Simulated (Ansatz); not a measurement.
## Molecular dynamics, with input and output: CH$_{2}$FSi (part 2 of 2)

CH$_{2}$FSi, multiplicity 2; UKS PBE0-D4/def2-SVP (Ansatz 0.2.0). 

Geometry of the input (Å):
```
F  0.5997  -1.6276  1.3961
C  0.7317  -0.3480  0.9700
Si -0.2338  0.2962  -0.3927
H  -1.2625  -0.0058  -1.3991
H  0.1649  1.6851  -0.5742
```

Trajectory as extended XYZ, continued
```
5
Properties=species:S:1:pos:R:3:forces:R:3 step=6 time_fs=3.0 energy=-11646.61137 temperature=210.7
F     0.6020   -1.6209    1.3964    0.6366   1.1410   0.1782
C     0.7275   -0.3636    0.9715   -2.0643  -1.6445  -1.5219
Si   -0.2328    0.2964   -0.3928    1.6593   1.5615   1.1228
H    -1.2651    0.0107   -1.3997   -0.2927  -0.9498   0.1178
H     0.1470    1.7238   -0.5943    0.0611  -0.1083   0.1030
5
Properties=species:S:1:pos:R:3:forces:R:3 step=7 time_fs=3.5 energy=-11646.63182 temperature=263.3
F     0.6027   -1.6191    1.3965    0.6160   0.9639   0.2317
C     0.7253   -0.3675    0.9708   -2.0292  -1.4443  -1.5671
Si   -0.2321    0.2968   -0.3925    1.6149   1.6218   1.0463
H    -1.2682    0.0053   -1.3991   -0.2402  -0.9212   0.1646
H     0.1449    1.7311   -0.5972    0.0386  -0.2202   0.1245
5
Properties=species:S:1:pos:R:3:forces:R:3 step=8 time_fs=4.0 energy=-11646.65469 temperature=322.2
F     0.6034   -1.6173    1.3966    0.5929   0.7698   0.2902
C     0.7227   -0.3718    0.9697   -1.9856  -1.2272  -1.6107
Si   -0.2313    0.2974   -0.3921    1.5507   1.6606   0.9583
H    -1.2720   -0.0022   -1.3982   -0.1761  -0.8841   0.2199
H     0.1428    1.7378   -0.5998    0.0181  -0.3192   0.1424
5
Properties=species:S:1:pos:R:3:forces:R:3 step=9 time_fs=4.5 energy=-11646.67951 temperature=386.0
F     0.6043   -1.6153    1.3968    0.5677   0.5600   0.3536
C     0.7198   -0.3763    0.9683   -1.9337  -0.9945  -1.6525
Si   -0.2304    0.2982   -0.3916    1.4690   1.6757   0.8621
H    -1.2762   -0.0119   -1.3966   -0.1036  -0.8391   0.2805
H     0.1408    1.7437   -0.6020    0.0005  -0.4021   0.1563
5
Properties=species:S:1:pos:R:3:forces:R:3 step=10 time_fs=5.0 energy=-11646.70582 temperature=453.6
F     0.6052   -1.6133    1.3970    0.5408   0.3364   0.4215
C     0.7164   -0.3809    0.9666   -1.8738  -0.7486  -1.6920
Si   -0.2293    0.2990   -0.3910    1.3725   1.6657   0.7614
H    -1.2806   -0.0235   -1.3945   -0.0260  -0.7872   0.3431
H     0.1388    1.7487   -0.6038   -0.0135  -0.4663   0.1660
5
Properties=species:S:1:pos:R:3:forces:R:3 step=11 time_fs=5.5 energy=-11646.73326 temperature=524.0
F     0.6061   -1.6112    1.3973    0.5127   0.1016   0.4932
C     0.7126   -0.3858    0.9645   -1.8064  -0.4921  -1.7282
Si   -0.2282    0.3001   -0.3903    1.2640   1.6300   0.6592
H    -1.2851   -0.0371   -1.3915    0.0534  -0.7294   0.4045
H     0.1367    1.7526   -0.6053   -0.0237  -0.5101   0.1712
5
Properties=species:S:1:pos:R:3:forces:R:3 step=12 time_fs=6.0 energy=-11646.76147 temperature=596.2
F     0.6072   -1.6092    1.3976    0.4838  -0.1411   0.5680
C     0.7085   -0.3907    0.9621   -1.7319  -0.2286  -1.7601
Si   -0.2269    0.3012   -0.3896    1.1461   1.5688   0.5584
H    -1.2894   -0.0524   -1.3875    0.1315  -0.6668   0.4618
H     0.1346    1.7552   -0.6063   -0.0296  -0.5323   0.1719
5
Properties=species:S:1:pos:R:3:forces:R:3 step=13 time_fs=6.5 energy=-11646.79016 temperature=669.5
F     0.6083   -1.6071    1.3980    0.4549  -0.3878   0.6447
C     0.7041   -0.3957    0.9594   -1.6507   0.0373  -1.7863
Si   -0.2255    0.3025   -0.3889    1.0214   1.4828   0.4611
H    -1.2934   -0.0692   -1.3824    0.2057  -0.6002   0.5126
H     0.1324    1.7566   -0.6069   -0.0313  -0.5321   0.1680
5
Properties=species:S:1:pos:R:3:forces:R:3 step=14 time_fs=7.0 energy=-11646.81902 temperature=742.9
F     0.6095   -1.6051    1.3985    0.4265  -0.6336   0.7218
C     0.6993   -0.4006    0.9563   -1.5633   0.3007  -1.8050
Si   -0.2240    0.3039   -0.3881    0.8919   1.3734   0.3688
H    -1.2970   -0.0875   -1.3761    0.2735  -0.5310   0.5547
H     0.1302    1.7567   -0.6071   -0.0286  -0.5095   0.1596
5
Properties=species:S:1:pos:R:3:forces:R:3 step=15 time_fs=7.5 energy=-11646.84778 temperature=815.7
F     0.6107   -1.6032    1.3991    0.3992  -0.8731   0.7976
C     0.6942   -0.4055    0.9528   -1.4702   0.5554  -1.8139
Si   -0.2225    0.3055   -0.3873    0.7595   1.2425   0.2828
H    -1.2998   -0.1071   -1.3685    0.3331  -0.4600   0.5868
H     0.1279    1.7556   -0.6070   -0.0217  -0.4648   0.1467
5
Properties=species:S:1:pos:R:3:forces:R:3 step=16 time_fs=8.0 energy=-11646.87611 temperature=886.9
F     0.6119   -1.6014    1.3997    0.3737  -1.1004   0.8700
C     0.6888   -0.4103    0.9489   -1.3716   0.7952  -1.8105
Si   -0.2209    0.3071   -0.3864    0.6258   1.0925   0.2033
H    -1.3019   -0.1277   -1.3595    0.3830  -0.3883   0.6076
H     0.1255    1.7533   -0.6065   -0.0109  -0.3989   0.1296
5
Properties=species:S:1:pos:R:3:forces:R:3 step=17 time_fs=8.5 energy=-11646.90372 temperature=955.8
F     0.6132   -1.5997    1.4005    0.3503  -1.3094   0.9366
C     0.6832   -0.4150    0.9447   -1.2679   1.0130  -1.7919
Si   -0.2192    0.3088   -0.3856    0.4923   0.9269   0.1303
H    -1.3031   -0.1493   -1.3490    0.4219  -0.3171   0.6164
H     0.1231    1.7502   -0.6057    0.0033  -0.3135   0.1086
5
Properties=species:S:1:pos:R:3:forces:R:3 step=18 time_fs=9.0 energy=-11646.93027 temperature=1021.4
F     0.6146   -1.5982    1.4014    0.3295  -1.4938   0.9952
C     0.6773   -0.4194    0.9402   -1.1590   1.2023  -1.7551
Si   -0.2175    0.3106   -0.3847    0.3601   0.7499   0.0631
H    -1.3032   -0.1715   -1.3371    0.4491  -0.2473   0.6128
H     0.1208    1.7462   -0.6046    0.0204  -0.2111   0.0840
5
Properties=species:S:1:pos:R:3:forces:R:3 step=19 time_fs=9.5 energy=-11646.95543 temperature=1082.7
F     0.6160   -1.5969    1.4024    0.3112  -1.6480   1.0431
C     0.6712   -0.4235    0.9353   -1.0448   1.3564  -1.6970
Si   -0.2158    0.3125   -0.3838    0.2303   0.5666   0.0007
H    -1.3023   -0.1944   -1.3237    0.4640  -0.1798   0.5968
H     0.1184    1.7418   -0.6033    0.0393  -0.0952   0.0564
5
Properties=species:S:1:pos:R:3:forces:R:3 step=20 time_fs=10.0 energy=-11646.97887 temperature=1138.9
F     0.6174   -1.5958    1.4036    0.2955  -1.7668   1.0781
C     0.6648   -0.4274    0.9301   -0.9251   1.4696  -1.6147
Si   -0.2140    0.3144   -0.3830    0.1041   0.3832  -0.0586
H    -1.3003   -0.2176   -1.3090    0.4663  -0.1155   0.5686
H     0.1162    1.7372   -0.6019    0.0591   0.0295   0.0266
5
Properties=species:S:1:pos:R:3:forces:R:3 step=21 time_fs=10.5 energy=-11647.00029 temperature=1189.0
F     0.6189   -1.5949    1.4049    0.2820  -1.8465   1.0982
C     0.6583   -0.4310    0.9245   -0.7993   1.5374  -1.5056
Si   -0.2123    0.3164   -0.3821   -0.0173   0.2070  -0.1166
H    -1.2971   -0.2410   -1.2929    0.4561  -0.0554   0.5285
H     0.1141    1.7326   -0.6004    0.0785   0.1575  -0.0045
5
Properties=species:S:1:pos:R:3:forces:R:3 step=22 time_fs=11.0 energy=-11647.01940 temperature=1232.4
F     0.6204   -1.5943    1.4063    0.2704  -1.8844   1.1015
C     0.6517   -0.4342    0.9187   -0.6670   1.5566  -1.3675
Si   -0.2106    0.3183   -0.3812   -0.1329   0.0459  -0.1755
H    -1.2929   -0.2646   -1.2755    0.4335   0.0000   0.4774
H     0.1122    1.7284   -0.5990    0.0960   0.2820  -0.0359
5
Properties=species:S:1:pos:R:3:forces:R:3 step=23 time_fs=11.5 energy=-11647.03595 temperature=1268.2
F     0.6219   -1.5939    1.4079    0.2600  -1.8799   1.0872
C     0.6450   -0.4372    0.9126   -0.5275   1.5257  -1.1994
Si   -0.2088    0.3203   -0.3804   -0.2416  -0.0918  -0.2376
H    -1.2876   -0.2880   -1.2571    0.3991   0.0500   0.4161
H     0.1106    1.7249   -0.5976    0.1100   0.3961  -0.0662
5
Properties=species:S:1:pos:R:3:forces:R:3 step=24 time_fs=12.0 energy=-11647.04967 temperature=1295.7
F     0.6234   -1.5937    1.4096    0.2502  -1.8336   1.0548
C     0.6381   -0.4398    0.9063   -0.3806   1.4453  -1.0007
Si   -0.2071    0.3222   -0.3796   -0.3427  -0.1983  -0.3054
H    -1.2815   -0.3113   -1.2377    0.3538   0.0942   0.3458
H     0.1092    1.7224   -0.5964    0.1192   0.4924  -0.0944
5
Properties=species:S:1:pos:R:3:forces:R:3 step=25 time_fs=12.5 energy=-11647.06024 temperature=1314.3
F     0.6250   -1.5938    1.4114    0.2403  -1.7482   1.0047
C     0.6312   -0.4421    0.8998   -0.2258   1.3177  -0.7724
Si   -0.2055    0.3242   -0.3788   -0.4356  -0.2667  -0.3810
H    -1.2744   -0.3343   -1.2176    0.2988   0.1324   0.2680
H     0.1081    1.7210   -0.5954    0.1223   0.5647  -0.1192
5
Properties=species:S:1:pos:R:3:forces:R:3 step=26 time_fs=13.0 energy=-11647.06732 temperature=1322.9
F     0.6266   -1.5941    1.4133    0.2295  -1.6278   0.9381
C     0.6243   -0.4442    0.8932   -0.0633   1.1472  -0.5164
Si   -0.2038    0.3261   -0.3780   -0.5203  -0.2920  -0.4663
H    -1.2667   -0.3569   -1.1969    0.2358   0.1649   0.1844
H     0.1073    1.7210   -0.5947    0.1183   0.6077  -0.1397
5
Properties=species:S:1:pos:R:3:forces:R:3 step=27 time_fs=13.5 energy=-11647.07047 temperature=1320.6
F     0.6282   -1.5946    1.4154    0.2173  -1.4776   0.8566
C     0.6174   -0.4460    0.8865    0.1063   0.9395  -0.2359
Si   -0.2023    0.3279   -0.3773   -0.5972  -0.2722  -0.5625
H    -1.2585   -0.3790   -1.1759    0.1666   0.1920   0.0969
H     0.1068    1.7225   -0.5944    0.1069   0.6183  -0.1551
5
Properties=species:S:1:pos:R:3:forces:R:3 step=28 time_fs=14.0 energy=-11647.06923 temperature=1306.2
F     0.6299   -1.5953    1.4175    0.2034  -1.3040   0.7627
C     0.6105   -0.4476    0.8798    0.2821   0.7016   0.0650
Si   -0.2007    0.3297   -0.3767   -0.6673  -0.2079  -0.6701
H    -1.2499   -0.4005   -1.1546    0.0935   0.2146   0.0077
H     0.1065    1.7254   -0.5944    0.0883   0.5958  -0.1652
5
Properties=species:S:1:pos:R:3:forces:R:3 step=29 time_fs=14.5 energy=-11647.06315 temperature=1278.7
F     0.6316   -1.5961    1.4198    0.1875  -1.1136   0.6591
C     0.6038   -0.4491    0.8731    0.4623   0.4415   0.3807
Si   -0.1993    0.3315   -0.3761   -0.7320  -0.1035  -0.7888
H    -1.2411   -0.4215   -1.1335    0.0191   0.2337  -0.0812
H     0.1065    1.7297   -0.5948    0.0631   0.5419  -0.1698
5
Properties=species:S:1:pos:R:3:forces:R:3 step=30 time_fs=15.0 energy=-11647.05191 temperature=1237.6
F     0.6332   -1.5971    1.4221    0.1696  -0.9133   0.5488
C     0.5971   -0.4505    0.8665    0.6448   0.1675   0.7052
Si   -0.1979    0.3333   -0.3756   -0.7930   0.0341  -0.9171
H    -1.2323   -0.4418   -1.1127   -0.0541   0.2509  -0.1674
H     0.1066    1.7353   -0.5956    0.0327   0.4609  -0.1695
```

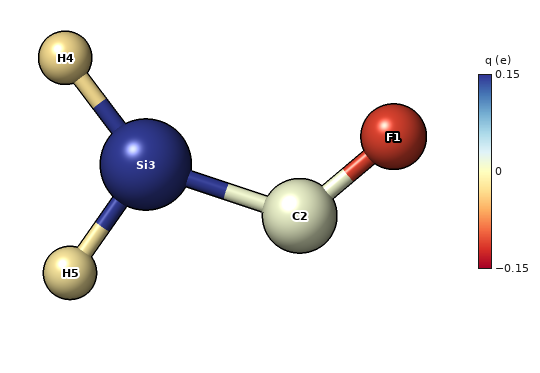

Figure 1. Mulliken charges, as the colour of each atom (ball-and-stick view, seen on its broad side; atoms are numbered from 1 in the order of the input). By element: F −0.11, C +0.01, Si +0.15 and H −0.03 to −0.02 e.
